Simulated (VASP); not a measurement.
Band structure of Br (relaxed from the fcc structure, space group Fm-3m). All values below come from PBEsol GGA, VASP's PBE PAW potentials (set 64) (plane waves; VASP 6.6.1).

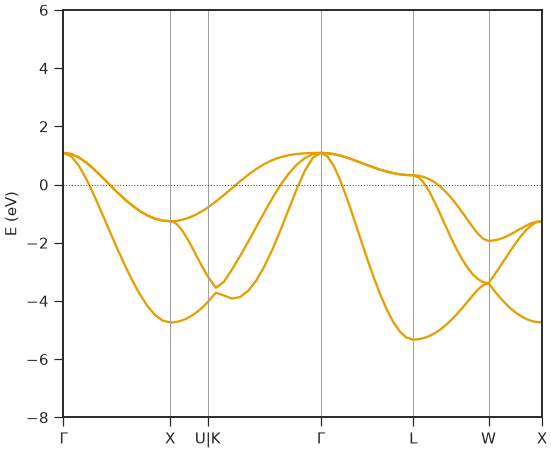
Figure. Bands along high-symmetry lines, zero at the valence-band maximum or, without a gap, the Fermi level

Task: Read the plot: is there a gap, and where are the band edges?

Result: It has no gap at this level: it comes out as a metal or semimetal. (Edges off the drawn lines would not show.)

The structure was generated: Br was put into the fcc type (Fm-3m), which need not be its known phase. It was relaxed first, which changed the volume by -10 %.
